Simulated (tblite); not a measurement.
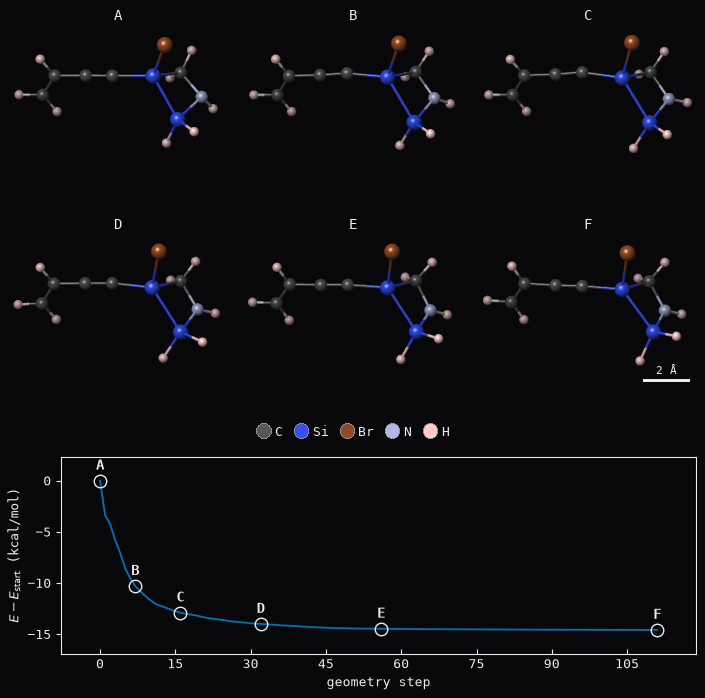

Frames of a relaxation of C₅H₈BrNSi₂, marked on the history of the run. The picture is a ball-and-stick view, seen at a tilt.

Method: tblite 0.8.0, GFN2-xTB geometry optimisation, gas phase. 

What happens along the run?

Answer. The energy falls by 14.6 kcal/mol in 111 geometry steps. The atom that moves furthest after the best rigid fit is an H atom (0.77 Å). Largest moves by element: H 0.77 Å, N 0.52 Å, Br 0.33 Å, Si 0.31 Å, C 0.11 Å. Some distances before and after: Si–Si 2.208 → 2.326 Å, Br–Si 2.189 → 2.264 Å, C–N 1.490 → 1.460 Å, H–N 1.027 → 1.006 Å. Among the angles between lasting bonds that change: Si–N–H 112.2° → 130.0°, C–Si–Si 117.6° → 128.2°, C–N–Si 102.0° → 112.2°. Groups turn about Si–Si by about 25°, C–Si by about 25°. From step 0 to 7: an H atom moves most (0.24 Å), energy −10.3 kcal/mol. From step 7 to 16: an H atom moves most (0.25 Å), energy −2.60 kcal/mol. From step 16 to 32: an H atom moves most (0.25 Å), energy −1.11 kcal/mol. From step 32 to 56: an H atom moves most (0.20 Å), energy −0.47 kcal/mol. From step 56 to 111: an H atom moves most (0.21 Å), energy −0.11 kcal/mol.

```json
{"step": "0", "E − E(0), kcal/mol": "0.00"}
{"step": "1", "E − E(0), kcal/mol": "-3.36"}
{"step": "2", "E − E(0), kcal/mol": "-4.22"}
{"step": "3", "E − E(0), kcal/mol": "-5.79"}
{"step": "4", "E − E(0), kcal/mol": "-7.03"}
{"step": "5", "E − E(0), kcal/mol": "-8.56"}
{"step": "6", "E − E(0), kcal/mol": "-9.52"}
{"step": "7", "E − E(0), kcal/mol": "-10.29"}
{"step": "8", "E − E(0), kcal/mol": "-10.79"}
{"step": "9", "E − E(0), kcal/mol": "-11.26"}
{"step": "10", "E − E(0), kcal/mol": "-11.67"}
{"step": "15", "E − E(0), kcal/mol": "-12.74"}
{"step": "21", "E − E(0), kcal/mol": "-13.37"}
{"step": "26", "E − E(0), kcal/mol": "-13.73"}
{"step": "31", "E − E(0), kcal/mol": "-13.97"}
{"step": "37", "E − E(0), kcal/mol": "-14.15"}
{"step": "42", "E − E(0), kcal/mol": "-14.30"}
{"step": "47", "E − E(0), kcal/mol": "-14.40"}
{"step": "53", "E − E(0), kcal/mol": "-14.45"}
{"step": "58", "E − E(0), kcal/mol": "-14.48"}
{"step": "63", "E − E(0), kcal/mol": "-14.50"}
{"step": "68", "E − E(0), kcal/mol": "-14.51"}
{"step": "74", "E − E(0), kcal/mol": "-14.52"}
{"step": "79", "E − E(0), kcal/mol": "-14.54"}
{"step": "84", "E − E(0), kcal/mol": "-14.55"}
{"step": "90", "E − E(0), kcal/mol": "-14.56"}
{"step": "95", "E − E(0), kcal/mol": "-14.56"}
{"step": "100", "E − E(0), kcal/mol": "-14.57"}
{"step": "106", "E − E(0), kcal/mol": "-14.58"}
{"step": "111", "E − E(0), kcal/mol": "-14.58"}
```
